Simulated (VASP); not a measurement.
Band structure of Ga (alpha). Method: PBE GGA with spin-orbit coupling, VASP's PBE PAW potentials (set 64) (plane waves; VASP).

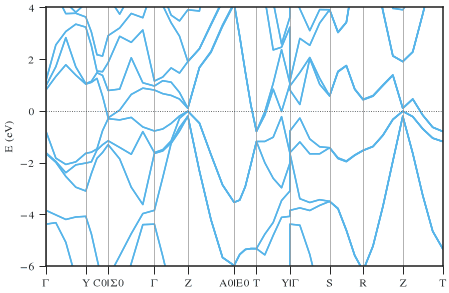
*Bands along high-symmetry lines, zero at the valence-band maximum or, without a gap, the Fermi level*

Read the plot: is there a gap, and where are the band edges?

It has no gap at this level: it comes out as a metal or semimetal.

The compound is Ga in the alpha structure. It was relaxed first.
